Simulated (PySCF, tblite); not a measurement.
# C4H8BFO2: dynamics, then NMR shifts on frames, part 2 of 2

tblite 0.8.0 and PySCF 2.14.0. Atoms count from 0.

## Step 6: Shielding tensors: 800 fs, PBE0/pcSseg-1

What the job is given:

```
{"job": {"kind": "nmr", "xc": "PBE0", "basis": "pcSseg-1", "pop": false}, "charge": 0, "multiplicity": 1}
O     -3.201200     1.043100     0.872600
B     -2.300700     0.082300     1.110900
O     -2.714000    -1.014400     1.754900
C     -0.868900     0.014900     0.386000
C     -0.094400    -1.306600     0.362100
C      1.047000    -0.576000     1.081500
C      0.364600     0.778000     1.023100
F      1.060600     1.792400     0.449300
H     -3.077100     1.779200     0.300600
H     -3.635200    -0.916200     1.933700
H     -1.014500     0.400800    -0.560600
H      0.126600    -1.516600    -0.684400
H     -0.543400    -2.167800     0.816100
H      2.048600    -0.619500     0.559600
H      1.082100    -0.938600     2.113200
H      0.124900     1.224300     1.990000
```

Method: GIAO PBE0/pcSseg-1 NMR shielding, non-relativistic, gas phase.

The log of the run:

```text
coarse grid: 13648 points
cycle   1  E = -431.6887065572  dE =  1.271e+00  |g| = 9.569e-01  |ddm| = 3.559e+00
cycle   2  E = -431.5732205523  dE =  1.155e-01  |g| = 1.277e+00  |ddm| = 1.428e+00
cycle   3  E = -431.8498909702  dE = -2.767e-01  |g| = 8.229e-02  |ddm| = 8.472e-01
cycle   4  E = -431.8510166004  dE = -1.126e-03  |g| = 4.120e-02  |ddm| = 9.125e-02
cycle   5  E = -431.8513917101  dE = -3.751e-04  |g| = 8.021e-03  |ddm| = 3.725e-02
cycle   6  E = -431.8514020564  dE = -1.035e-05  |g| = 3.109e-03  |ddm| = 7.273e-03
cycle   7  E = -431.8514034927  dE = -1.436e-06  |g| = 6.299e-04  |ddm| = 2.400e-03
final grid: 133040 points
cycle   8  E = -431.9263684556  dE = -5.774e-05  |g| = 1.077e-02  |ddm| = 3.119e-02
cycle   9  E = -431.9263453511  dE =  2.310e-05  |g| = 1.546e-02  |ddm| = 1.910e-02
cycle  10  E = -431.9263931684  dE = -4.782e-05  |g| = 9.869e-04  |ddm| = 1.099e-02
cycle  11  E = -431.9263933199  dE = -1.515e-07  |g| = 3.093e-04  |ddm| = 9.579e-04
cycle  12  E = -431.9263933341  dE = -1.423e-08  |g| = 7.170e-05  |ddm| = 2.227e-04
cycle  13  E = -431.9263933349  dE = -7.955e-10  |g| = 2.953e-05  |ddm| = 6.632e-05
converged SCF energy = -431.9263933349

GIAO shielding tensors (ppm)
atom      isotropic    diamagn.    paramagn.     s11        s22        s33       span
  0 O      222.683     383.513    -160.829    119.433    271.605    277.012    157.579
  1 B       72.922     194.202    -121.280     54.666     69.980     94.119     39.453
  2 O      215.082     384.074    -168.992    105.302    256.421    283.525    178.223
  3 C      151.402     258.807    -107.405    127.039    152.423    174.744     47.705
  4 C      173.556     249.913     -76.357    158.550    173.654    188.464     29.914
  5 C      150.655     251.263    -100.608    120.129    156.402    175.434     55.305
  6 C       98.539     238.310    -139.771     51.639     86.857    157.121    105.482
  7 F      376.178     473.670     -97.492    342.345    375.646    410.543     68.199
  8 H       27.873      33.158      -5.285     21.895     24.174     37.550     15.655
  9 H       28.164      28.161       0.003     22.221     24.220     38.050     15.829
 10 H       30.610      37.168      -6.558     27.686     29.791     34.352      6.666
 11 H       29.583      31.819      -2.236     26.117     27.506     35.125      9.008
 12 H       30.322      31.675      -1.352     26.502     29.190     35.275      8.773
 13 H       28.088      28.592      -0.503     24.182     26.463     33.620      9.437
 14 H       28.305      29.508      -1.202     24.815     27.171     32.930      8.115
 15 H       26.762      30.637      -3.875     21.896     27.715     30.676      8.780
```

Run time: 20 s. Hardware: 1 thread of Intel Xeon Platinum 8488C, shared host; peak memory 0.81 GiB.

In short: δ C6 88.4, C5 36.3, C3 35.5, C4 13.4, H15 4.95, H8 3.84 ppm.

## Step 7: NMR shieldings: 1000 fs, PBE0/pcSseg-1

What the job is given:

```
{"job": {"kind": "nmr", "xc": "PBE0", "basis": "pcSseg-1", "pop": false}, "charge": 0, "multiplicity": 1}
O     -2.842900     1.936300     0.984700
B     -2.121900     0.761200     1.175400
O     -2.647700    -0.232400     1.940700
C     -0.703300     0.523900     0.381300
C     -0.198800    -0.900600     0.113700
C      1.161200    -0.578400     0.788800
C      0.578000     0.802800     1.223400
F      1.362900     1.867900     0.892700
H     -2.499100     2.629600     0.381800
H     -3.543200    -0.153500     2.241200
H     -0.745500     1.161200    -0.501800
H      0.013600    -1.201800    -0.909000
H     -0.625300    -1.733000     0.678800
H      1.907600    -0.442200     0.047600
H      1.511200    -1.169300     1.651800
H      0.389900     0.972100     2.295200
```

With the program's defaults for keys left out, this is: GIAO PBE0/pcSseg-1 NMR shielding, non-relativistic, gas phase.

The log of the run:

```text
coarse grid: 13648 points
cycle   1  E = -431.7012550212  dE =  1.043e+00  |g| = 9.584e-01  |ddm| = 3.523e+00
cycle   2  E = -431.5648447916  dE =  1.364e-01  |g| = 1.325e+00  |ddm| = 1.419e+00
cycle   3  E = -431.8636048155  dE = -2.988e-01  |g| = 8.931e-02  |ddm| = 8.633e-01
cycle   4  E = -431.8650481186  dE = -1.443e-03  |g| = 4.134e-02  |ddm| = 1.022e-01
cycle   5  E = -431.8654432144  dE = -3.951e-04  |g| = 8.594e-03  |ddm| = 3.859e-02
cycle   6  E = -431.8654556393  dE = -1.242e-05  |g| = 3.599e-03  |ddm| = 7.593e-03
cycle   7  E = -431.8654576222  dE = -1.983e-06  |g| = 8.398e-04  |ddm| = 2.457e-03
final grid: 133040 points
cycle   8  E = -431.9378893507  dE = -4.605e-05  |g| = 1.011e-02  |ddm| = 2.629e-02
cycle   9  E = -431.9378679508  dE =  2.140e-05  |g| = 1.470e-02  |ddm| = 1.767e-02
cycle  10  E = -431.9379112443  dE = -4.329e-05  |g| = 9.205e-04  |ddm| = 1.014e-02
cycle  11  E = -431.9379113836  dE = -1.393e-07  |g| = 2.709e-04  |ddm| = 8.131e-04
cycle  12  E = -431.9379113956  dE = -1.198e-08  |g| = 6.579e-05  |ddm| = 2.047e-04
cycle  13  E = -431.9379113962  dE = -6.686e-10  |g| = 2.975e-05  |ddm| = 6.448e-05
converged SCF energy = -431.9379113962

GIAO shielding tensors (ppm)
atom      isotropic    diamagn.    paramagn.     s11        s22        s33       span
  0 O      194.870     383.859    -188.989     84.901    242.924    256.785    171.884
  1 B       71.177     193.953    -122.776     56.249     67.147     90.136     33.887
  2 O      227.599     386.006    -158.406    126.893    262.599    293.306    166.414
  3 C      150.028     255.458    -105.430    137.105    145.802    167.177     30.072
  4 C      173.769     246.556     -72.788    161.920    171.050    188.335     26.415
  5 C      151.830     252.363    -100.534    126.790    148.839    179.860     53.069
  6 C       92.751     244.652    -151.902     54.641     81.559    142.052     87.410
  7 F      349.500     473.048    -123.549    299.468    368.135    380.896     81.428
  8 H       26.775      30.799      -4.024     21.348     24.219     34.759     13.411
  9 H       27.683      28.079      -0.396     21.668     22.501     38.879     17.211
 10 H       29.745      34.551      -4.806     26.676     29.535     33.025      6.348
 11 H       29.663      30.943      -1.280     25.516     27.226     36.246     10.730
 12 H       29.373      30.421      -1.049     26.190     27.749     34.178      7.988
 13 H       29.763      31.868      -2.106     27.041     28.158     34.089      7.049
 14 H       28.843      29.851      -1.009     25.767     26.328     34.433      8.667
 15 H       26.387      30.507      -4.119     22.490     27.305     29.368      6.878
```

Run time: 19 s. Hardware: 1 thread of Intel Xeon Platinum 8488C, shared host; peak memory 0.81 GiB.

In short: δ C6 94.2, C3 36.9, C5 35.1, C4 13.2, H15 5.33, H8 4.94 ppm.

## Step 8: Run by run: NMR shifts

Shifts (ppm) of some atoms, chosen among heavy atoms and hydrogens apart, with basis size and wall time:

| frame | C5 | C3 | H13 | H10 | O0 | O2 | F7 | functions | time |
| --- | --- | --- | --- | --- | --- | --- | --- | --- | --- |
| 250 fs | 44.2 | 39.7 | 3.37 | 2.49 | 122.7 | 120.9 | -164.7 | 176 | 25 s |
| 425 fs | 25.4 | 26.8 | 1.45 | 0.53 | 114.5 | 116.9 | -185.7 | 176 | 19 s |
| 625 fs | 41.5 | 40.0 | 1.95 | 2.79 | 134.4 | 100.6 | -171.2 | 176 | 19 s |
| 800 fs | 36.3 | 35.5 | 3.63 | 1.11 | 113.4 | 121.0 | -205.2 | 176 | 20 s |
| 1000 fs | 35.1 | 36.9 | 1.95 | 1.97 | 141.2 | 108.5 | -178.6 | 176 | 19 s |

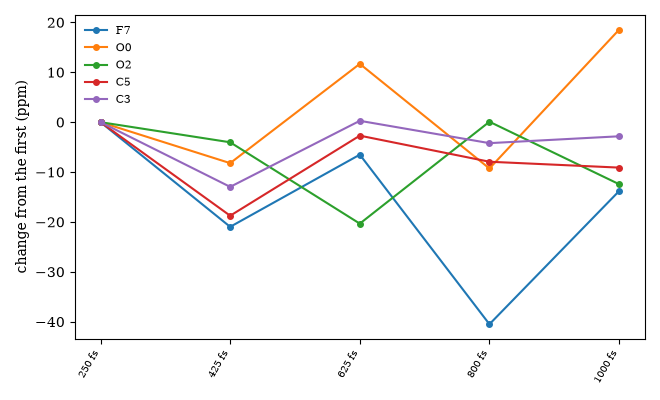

How five of the tabulated atoms move from run to run.

## Step 9: What came out

What follows sums up all 2 parts.

```
                                           quantity                                               value
                                         thermostat                                               300 K
                      mean temperature, second half                                               286 K
            mean potential energy above the minimum                                             0.54 eV
     13C shifts against TMS (PBE0/pcSseg-1, 250 fs)                          96.0, 44.2, 39.7, 21.3 ppm
      1H shifts against TMS (PBE0/pcSseg-1, 250 fs)  4.96, 4.40, 4.34, 3.87, 3.37, 2.91, 2.49, 1.67 ppm
     17O shifts against H2O (PBE0/pcSseg-1, 250 fs)                                    122.7, 120.9 ppm
11B shifts against BF3·OEt2 (PBE0/pcSseg-1, 250 fs)                                            27.1 ppm
   19F shifts against CFCl3 (PBE0/pcSseg-1, 250 fs)                                          -164.7 ppm
              surface potential, least and greatest                                  -1.18 V and 2.32 V
                           range of the shift of F7                                -205.2 to -164.7 ppm
```

What this shows: In the second half the potential energy averages 0.54 eV above the minimum; equipartition over 42 harmonic modes at 300 K would give 0.54 eV. With 16 atoms the temperature swings widely (145 to 384 K). Shifts at one fixed geometry are not the observed spectrum, which averages over the motion. In the first frame run (250 fs): The largest span, 182 ppm, is at O0, where the paramagnetic term is -173 ppm. Across the 5 runs the shift of F7 moves most, between -205.2 (800 fs) and -164.7 ppm (250 fs).
